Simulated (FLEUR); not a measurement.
## CrAgO2: anisotropy and exchange couplings by force theorems

Wanted: anisotropy and exchange couplings for CrAgO2, with the cost of each step.

Method: LDA (VWN); all-electron FLAPW, Dirac cores, scalar-relativistic bands, in FLEUR MaX-R8.1.

## Step 1: Starting point

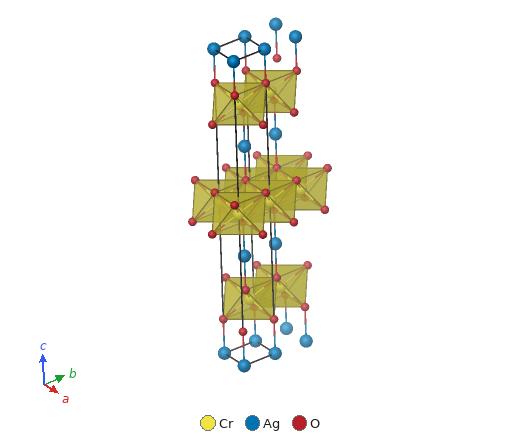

The cell as given, slightly off an axis (chromium yellow, silver blue, oxygen red). 1×2×1 cells are drawn. This picture shows the conventional cell, with its axes. Some periodic images of atoms are drawn too.

## Step 2: The magnetic state

The force theorems are single passes in this state's potential, so it has to be converged first.

No symmetry is used, so that later steps may turn the spins freely; k and −k are joined. inpgen writes inp.xml from crystal.txt; cutoffs, mixing, functional, smearing and local orbitals are then set in the file. The k list scf (kpts.xml, not shown) is a Γ-centred 8×8×8 mesh; where the ranks do not divide the number of points, some are split in two of half the weight.

The input, inp.xml:

```
<?xml version="1.0" encoding="UTF-8" standalone="no"?>
<fleurInput fleurInputVersion="0.39">
   <comment>
      CrAgO2
   </comment>
   <calculationSetup>
      <cutoffs Kmax="4.4" Gmax="13.2" GmaxXC="13.2" numbands="0"/>
      <scfLoop itmax="90" minDistance="0.00002" maxIterBroyd="15" imix="Anderson" alpha="0.05" precondParam="0.5" spinf="2.0" sdNocoIR="T"/>
      <coreElectrons ctail="F" frcor="F" kcrel="0" coretail_lmax="0"/>
      <xcFunctional name="vwn" relativisticCorrections="F"/>
      <magnetism jspins="2" l_noco="F" l_ss="F">
         <qss>0.0 0.0 0.0</qss>
         <mtNocoParams l_mperp="F" l_mtNocoPot="F" l_relaxSQA="F" mag_mixing_scheme="0" mix_RelaxWeightOffD="1.0" l_constrained="F" mix_constr="1.0"/>
         <sourceFreeMag l_sourceFree="F" l_scaleMag="F" mag_scale="1.0"/>
      </magnetism>
      <soc l_soc="F" theta="0.0" phi="0.0" spav="F"/>
      <expertModes spex="0" secvar="F"/>
      <geometryOptimization l_f="F" forcealpha="1.0" forcemix="BFGS" epsdisp="0.00001" epsforce="0.00001"/>
      <ldaU l_linMix="F" mixParam="0.05" spinf="1.0"/>
   </calculationSetup>
   <cell>
      <bzIntegration valenceElectrons="43.0" mode="hist" fermiSmearingEnergy="0.00293995">
         <kPointListSelection listName="scf"/>
         <xi:include xmlns:xi="http://www.w3.org/2001/XInclude" href="kpts.xml"> </xi:include>
      </bzIntegration>
      <xi:include xmlns:xi="http://www.w3.org/2001/XInclude" href="sym.xml"> </xi:include>
      <bulkLattice scale="1.0">
         <bravaisMatrix>
            <row-1>    2.8204162409654998     1.6283680759944910    11.6596101887819987</row-1>
            <row-2>   -2.8204162409654998     1.6283680759944910    11.6596101887819987</row-2>
            <row-3>    0.0000000000000000    -3.2567361518378037    11.6596101888008956</row-3>
         </bravaisMatrix>
      </bulkLattice>
   </cell>
   <atomSpecies>
      <species name="Chromium (3.001" element="Cr" atomicNumber="24">
         <mtSphere radius="2.35" gridPoints="1009" logIncrement="0.0123"/>
         <atomicCutoffs lmax="8" lnonsphr="6"/>
         <electronConfig flipSpins="F">
            <coreConfig>(1s1/2) (2s1/2) (2p1/2) (2p3/2)</coreConfig>
            <valenceConfig>(3s1/2) (3p1/2) (3p3/2) (4s1/2) (3d3/2) (3d5/2)</valenceConfig>
            <stateOccupation state="(4s1/2)" spinUp="0.5" spinDown="0.5"/>
            <stateOccupation state="(3d3/2)" spinUp="1.0005" spinDown="0.9995"/>
            <stateOccupation state="(3d5/2)" spinUp="3.0" spinDown="0.0"/>
         </electronConfig>
         <energyParameters s="4" p="4" d="3" f="4"/>
         <lo type="SCLO" l="0" n="3" eDeriv="0"/>
         <lo type="SCLO" l="1" n="3" eDeriv="0"/>
      </species>
      <species name="Silver (Ag)" element="Ag" atomicNumber="47">
         <mtSphere radius="2.49" gridPoints="1069" logIncrement="0.0123"/>
         <atomicCutoffs lmax="10" lnonsphr="8"/>
         <electronConfig flipSpins="F">
            <coreConfig>(1s1/2) (2s1/2) (2p1/2) (2p3/2) (3s1/2) (3p1/2) (3p3/2) (4s1/2) (3d3/2) (3d5/2)</coreConfig>
            <valenceConfig>(4p1/2) (4p3/2) (5s1/2) (4d3/2) (4d5/2)</valenceConfig>
            <stateOccupation state="(5s1/2)" spinUp="0.500000" spinDown="0.500000"/>
         </electronConfig>
         <energyParameters s="5" p="5" d="4" f="4"/>
         <lo type="SCLO" l="1" n="4" eDeriv="0"/>
      </species>
      <species name="Oxygen (O)" element="O" atomicNumber="8">
         <mtSphere radius="1.33" gridPoints="571" logIncrement="0.0185"/>
         <atomicCutoffs lmax="6" lnonsphr="4"/>
         <electronConfig flipSpins="F">
            <coreConfig>(1s1/2)</coreConfig>
            <valenceConfig>(2s1/2) (2p1/2) (2p3/2)</valenceConfig>
            <stateOccupation state="(2p1/2)" spinUp="0.666667" spinDown="0.666667"/>
            <stateOccupation state="(2p3/2)" spinUp="1.333333" spinDown="1.333333"/>
         </electronConfig>
         <energyParameters s="2" p="2" d="3" f="4"/>
      </species>
   </atomSpecies>
   <atomGroups>
      <atomGroup species="Chromium (3.001">
         <relPos label="                   1">1.000/2.000 1.000/2.000 1.000/2.000</relPos>
         <force calculate="T" relaxXYZ="TTT"/>
         <nocoParams  alpha="0.0" beta="0.0"/>
      </atomGroup>
      <atomGroup species="Silver (Ag)">
         <relPos label="                   2">.0000000000 .0000000000 .0000000000</relPos>
         <force calculate="T" relaxXYZ="TTT"/>
         <nocoParams  alpha="0.0" beta="0.0"/>
      </atomGroup>
      <atomGroup species="Oxygen (O)">
         <relPos label="                   3">.1119000000 .1119000000 .1119000000</relPos>
         <force calculate="T" relaxXYZ="TTT"/>
         <nocoParams  alpha="0.0" beta="0.0"/>
      </atomGroup>
      <atomGroup species="Oxygen (O)">
         <relPos label="                   4">-.1119000000 -.1119000000 -.1119000000</relPos>
         <force calculate="T" relaxXYZ="TTT"/>
         <nocoParams  alpha="0.0" beta="0.0"/>
      </atomGroup>
   </atomGroups>
   <output dos="F" band="F" slice="F">
      <bandDOS minEnergy="-.5*Htr" maxEnergy="0.5*Htr" sigma="0.015" storeEVData="T"/>
      <plotting iplot="0" polar="F">
         <plot TwoD="T" vec1="  1.0  0.0  0.0" vec2="  0.0  1.0  0.0" vec3="  0.0  0.0  1.0" zero="  0.0  0.0  0.0" file="plot"/>
      </plotting>
      <moessbauerParams electricFieldGradient="F" isomerShift="F" coreHyperfine="F" valenceHyperfine="F"/>
   </output>
</fleurInput>
```

The input, crystal.txt:

```
CrAgO2
&input film=F cartesian=F /
1.49250000000  0.86169527679  6.17000000000
-1.49250000000  0.86169527679  6.17000000000
0.00000000000  -1.72339055350  6.17000000001
1.8897261246
1.0 1.0 1.0

4
24 0.50000000000  0.50000000000  0.50000000000 : 3.001
47 0.00000000000  0.00000000000  0.00000000000
8 0.11190000000  0.11190000000  0.11190000000
8 0.88810000000  0.88810000000  0.88810000000

&kpt div1=8 div2=8 div3=8 gamma=T /
```

The run is started by

```console
OMP_NUM_THREADS=1 inpgen -f crystal.txt -nosym -noco > inpgen.log  # inp.xml is then edited as shown
OMP_NUM_THREADS=1 mpirun -n 4 fleur_MPI > fleur.log
```

The program printed:

```text
Welcome to FLEUR        (www.flapw.de)
      MaX-Release 8.1          (www.max-centre.eu)

 ========== k-point set info ==========
 Selected k-point list: scf
 k-point list type: mesh
 0 x 0 x 0
 Number of k points: 260

 ------------Calculation Setup---------------------------
 Number of MPI-tasks      :            4
 Number of PE/node        :            4
 Number of OMP-threads    :            1
 k-points in parallel     :            4
 pe's per k-point         :            1
 No of k-point loops      :           65
 Eigenvalue solver        :       lapack
 Number of basis functions:          496
 Approximate size of matrices (H+S) per k-point:         0.007 GB
 --------------------------------------------------------
 Complex matrix made real
 Complex matrix made real
 Iteration:     1   Distance:      38.39214343 me/bohr^3
 Iteration:     2   Distance:      30.19740555 me/bohr^3
 Iteration:     3   Distance:      21.78033624 me/bohr^3
 Iteration:     4   Distance:      13.18398600 me/bohr^3
 Iteration:     5   Distance:      13.24030453 me/bohr^3
 Iteration:     6   Distance:      11.47578415 me/bohr^3
 Iteration:     7   Distance:       3.75537267 me/bohr^3
 Iteration:     8   Distance:       1.58516848 me/bohr^3
 Iteration:     9   Distance:       1.88962709 me/bohr^3
 Iteration:    10   Distance:       0.78606552 me/bohr^3
 Iteration:    11   Distance:       0.65762907 me/bohr^3
 Iteration:    12   Distance:       0.31020455 me/bohr^3
 Iteration:    13   Distance:       0.30501633 me/bohr^3
 Iteration:    14   Distance:       0.15460874 me/bohr^3
 Iteration:    15   Distance:       0.09329738 me/bohr^3
 Iteration:    16   Distance:       0.08661212 me/bohr^3
 Iteration:    17   Distance:       0.04724681 me/bohr^3
 Iteration:    18   Distance:       0.01243868 me/bohr^3
 Iteration:    19   Distance:       0.00523598 me/bohr^3
 Iteration:    20   Distance:       0.00822124 me/bohr^3
 Iteration:    21   Distance:       0.00303814 me/bohr^3
 Iteration:    22   Distance:       0.00081305 me/bohr^3
 Iteration:    23   Distance:       0.00063785 me/bohr^3
 Iteration:    24   Distance:       0.00017126 me/bohr^3
 Iteration:    25   Distance:       0.00002180 me/bohr^3
 Iteration:    26   Distance:       0.00002374 me/bohr^3
 Iteration:    27   Distance:       0.00000751 me/bohr^3

 ********************************************************************
 Run finished successfully
 Stop message:
   all done
 ********************************************************************

--- out.xml (last complete iteration) ---
<iteration numberForCurrentRun="   27" overallNumber="   27">
         [... left out ...]
         <bandgap value="0.3501600530" units="eV"/>
         <sumValenceSingleParticleEnergies value="-20.6735601462" units="Htr"/>
         <FermiEnergy value="0.3088949871" units="Htr"/>
         <valenceDensity>
            <mtCharges spin="1">
               <mtCharge atomType="1" total="7.8106507" s="1.1491660" p="3.2005142" d="3.3743358" f="0.0632348"/>
               <mtCharge atomType="2" total="7.9030392" s="0.2001693" p="3.1242509" d="4.5420343" f="0.0256189"/>
               <mtCharge atomType="3" total="2.0970488" s="0.6512838" p="1.4409092" d="0.0042562" f="0.0005149"/>
               <mtCharge atomType="4" total="2.0970488" s="0.6512838" p="1.4409092" d="0.0042562" f="0.0005149"/>
            </mtCharges>
            <mtCharges spin="2">
               <mtCharge atomType="1" total="5.0274807" s="1.1274025" p="3.1822978" d="0.6354606" f="0.0588681"/>
               <mtCharge atomType="2" total="7.8560439" s="0.1760600" p="3.1133313" d="4.5314855" f="0.0245176"/>
               <mtCharge atomType="3" total="2.1001637" s="0.6520566" p="1.4457584" d="0.0020831" f="0.0002231"/>
               <mtCharge atomType="4" total="2.1001637" s="0.6520566" p="1.4457584" d="0.0020831" f="0.0002231"/>
            </mtCharges>
            <spinDependentCharge spin="1" total="22.9979172" interstitial="3.0901297" mtSpheres="19.9077875"/>
            <spinDependentCharge spin="2" total="20.0020828" interstitial="2.9182309" mtSpheres="17.0838519"/>
            <totalCharge value="43.0000000000"/>
         </valenceDensity>
         [... left out ...]
         <allElectronCharges>
            <spinDependentCharge spin="1" total="44.9979172" interstitial="3.0905159" mtSpheres="41.9074013"/>
            <spinDependentCharge spin="2" total="42.0020828" interstitial="2.9186163" mtSpheres="39.0834665"/>
            <totalCharge value="87.0000000016"/>
         </allElectronCharges>
         <magneticMomentsInMTSpheres units="muBohr">
            <globalMagMoment atomType="1" vec="0.00000   0.00000   2.78317"/>
            <localMagMoment atomType="1" vec="0.00000   0.00000   2.78317"/>
            <globalMagMoment atomType="2" vec="0.00000   0.00000   0.04699"/>
            <localMagMoment atomType="2" vec="0.00000   0.00000   0.04699"/>
            <globalMagMoment atomType="3" vec="0.00000   0.00000  -0.00311"/>
            <localMagMoment atomType="3" vec="0.00000   0.00000  -0.00311"/>
            <globalMagMoment atomType="4" vec="0.00000   0.00000  -0.00311"/>
            <localMagMoment atomType="4" vec="0.00000   0.00000  -0.00311"/>
         </magneticMomentsInMTSpheres>
         <moessbauerParams unitsHFF="kG" unitsIS="e/bohr^3" unitsEFG="Htr/bohr^2">
         </moessbauerParams>
         <totalEnergy value="    -6510.9904116589" units="Htr">
            <sumOfEigenvalues value="    -3862.3039803106">
               <coreElectrons value="-3841.6304201644"/>
               <valenceElectrons value="-20.6735601462"/>
            </sumOfEigenvalues>
            <densityCoulombPotentialIntegral value="-10353.8695725832"/>
            <densityEffectivePotentialIntegral value="-10628.6970693116"/>
            <chargeDenXCDenIntegral value="-207.4636386888"/>
            <FockExchangeEnergyValence value="0.0000000000"/>
            <FockExchangeEnergyCore value="0.0000000000"/>
            <atomTypeDependentContributions atomType="1">
               <electronNucleiInteractionDifferentMTs value="1248.8665445944"/>
               <MadelungTerm value="-8.9751898603"/>
            </atomTypeDependentContributions>
            <atomTypeDependentContributions atomType="2">
               <electronNucleiInteractionDifferentMTs value="6434.3316351986"/>
               <MadelungTerm value="-19.1026324469"/>
            </atomTypeDependentContributions>
            <atomTypeDependentContributions atomType="3">
               <electronNucleiInteractionDifferentMTs value="85.0803788478"/>
               <MadelungTerm value="-5.7741579418"/>
            </atomTypeDependentContributions>
            <atomTypeDependentContributions atomType="4">
               <electronNucleiInteractionDifferentMTs value="85.0803788478"/>
               <MadelungTerm value="-5.7741579418"/>
            </atomTypeDependentContributions>
            <tkbTimesEntropy value="0.0000743790"/>
            <freeEnergy value="-6510.9904860379"/>
            <extrapolationTo0K value="-6510.9904488484"/>
         </totalEnergy>
         <densityConvergence units="me/bohr^3">
            <chargeDensity spin="1" distance="0.0000056246"/>
            <chargeDensity spin="2" distance="0.0000031795"/>
            <overallChargeDensity distance="0.0000051977"/>
            <spinDensity distance="0.0000075149"/>
         </densityConvergence>
      </iteration>
```

Wall time 12 min (4 MPI ranks of Arm Neoverse V1, shared host); peak memory 1.1 GiB.

Spin moment in the muffin-tin sphere by atom:

```
atom  spin moment in the muffin-tin sphere (μB)
 Cr1                                       2.78
 Ag2                                       0.05
  O3                                       0.00
  O4                                       0.00
```

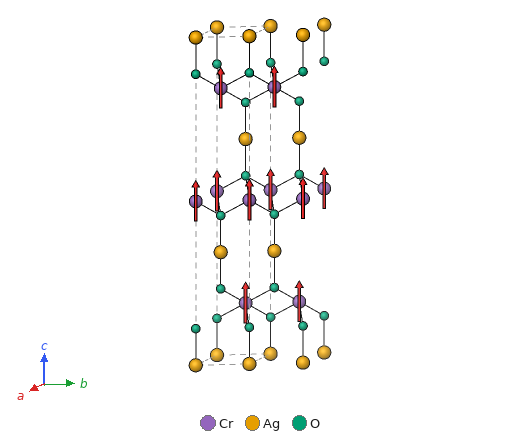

Spin moment in the muffin-tin sphere as arrows, the longest 2.78 μB. Up and down stand for the sign. Arrows give size and sign along the axis of quantisation, drawn up and down the page. 1×2×1 conventional cells are drawn. Some periodic images of atoms are drawn too.

Read from the output:

* free energy: -177173.0770 eV
* program's band gap on this mesh (in a metal only a level spacing): 0.3502 eV
* magnetization: 2.996 μB
* final state: ferromagnetic

After 27 cycles the largest moment stands at 2.78 μB.

## Step 3: Anisotropy by the force theorem

Anisotropy is a small difference, so it is taken from sums over occupied states at a frozen potential, where most errors cancel.

One pass with spin–orbit coupling for each direction, from the saved density. Inversion lets half of the mesh serve, which the program's warning doesn't know. The k list mae (kpts.xml, not shown) is a Γ-centred 14×14×14 mesh.

inp.xml, as its differences from that of step 2:

```diff
@@ -6,4 +6,4 @@
    <calculationSetup>
-      <cutoffs Kmax="4.4" Gmax="13.2" GmaxXC="13.2" numbands="0"/>
-      <scfLoop itmax="90" minDistance="0.00002" maxIterBroyd="15" imix="Anderson" alpha="0.05" precondParam="0.5" spinf="2.0" sdNocoIR="T"/>
+      <cutoffs Kmax="4.4" Gmax="13.2" GmaxXC="13.2" numbands="139"/>
+      <scfLoop itmax="1" minDistance="0.00002" maxIterBroyd="15" imix="Anderson" alpha="0.05" precondParam="0.5" spinf="2.0" sdNocoIR="T"/>
       <coreElectrons ctail="F" frcor="F" kcrel="0" coretail_lmax="0"/>
@@ -15,3 +15,3 @@
       </magnetism>
-      <soc l_soc="F" theta="0.0" phi="0.0" spav="F"/>
+      <soc l_soc="T" theta="0.0" phi="0.0" spav="F"/>
       <expertModes spex="0" secvar="F"/>
@@ -22,3 +22,3 @@
       <bzIntegration valenceElectrons="43.0" mode="hist" fermiSmearingEnergy="0.00293995">
-         <kPointListSelection listName="scf"/>
+         <kPointListSelection listName="mae"/>
          <xi:include xmlns:xi="http://www.w3.org/2001/XInclude" href="kpts.xml"> </xi:include>
@@ -101,2 +101,5 @@
    </output>
+   <forceTheorem>
+      <MAE theta="0.0 1.5707963 1.5707963" phi="0.0 -0.0 0.5235988"/>
+   </forceTheorem>
 </fleurInput>
```

The run is started by

```console
OMP_NUM_THREADS=1 mpirun -n 4 fleur_MPI -warn_only > fleur.log
```

The program printed:

```text
[banner, memory and clock lines left out]
Welcome to FLEUR        (www.flapw.de)
      MaX-Release 8.1          (www.max-centre.eu)
************FLEUR-Warning*****************
Error message: k-point set is not compatible to missing time-reversal symmetry in calculation.
Error occurred in subroutine: gen_bz
Error from PE:0/4
Other PEs with error messages:
     1-k-point set is not compatible to missing time-reversal symmetry in calculation.
     2-k-point set is not compatible to missing time-reversal symmetry in calculation.
     3-k-point set is not compatible to missing time-reversal symmetry in calculation.
*****************************************

 ========== k-point set info ==========
 Selected k-point list: mae
 k-point list type: mesh
 0 x 0 x 0
 Number of k points: 1376

************FLEUR-Warning*****************
Error message: k-point set is not compatible to missing time-reversal symmetry in calculation.
Error occurred in subroutine: gen_bz
Error from PE:1/4
Other PEs with error messages:
     2-k-point set is not compatible to missing time-reversal symmetry in calculation.
*****************************************
 [... set-up left out ...]
 ********************************************************************
 Run finished successfully
 Stop message:
   Forcetheorem MAE
 ********************************************************************

--- out.xml (force theorem) ---
<Forcetheorem_MAE Angles="3" units="Htr">
            <Angle theta="0.0000000" phi="0.0000000" ev-sum="-20.679193653"/>
            <Angle theta="1.5707963" phi="0.0000000" ev-sum="-20.679193777"/>
            <Angle theta="1.5707963" phi="0.5235988" ev-sum="-20.679193776"/>
         </Forcetheorem_MAE>
```

Elapsed: 12 min, on 4 MPI ranks; peak memory 6.3 GiB; 49 min of CPU time.

Anisotropy energies, by row:

```
 axis      x    y  z  band energy less the first axis' (meV a cell)
[001]      0    0  1                                              0
[100]      1    0  0                                      -0.003374
[210]  0.866  0.5  0                                      -0.003347
```

Indices are those of the standard conventional cell; x, y, z give the same directions in the axes of the input.

[end of part 1 of 2]

[Logs and program files are shortened in this print: banners, set-up blocks, solver, clock and traceback lines can be left out without a mark of their own.]

[Logs are printed without paths, hosts, clocks, repeated set-up lines and the standing remarks that a program may print on its own settings, such as how far it seeks lower states.]

[Hosts, paths, dates, database ids (printed as entryN), source tags and the programs' standing remarks are cut or masked in the printed files.]

[Where a cell is said to come from a database of computed structures, the database is the Materials Project.]
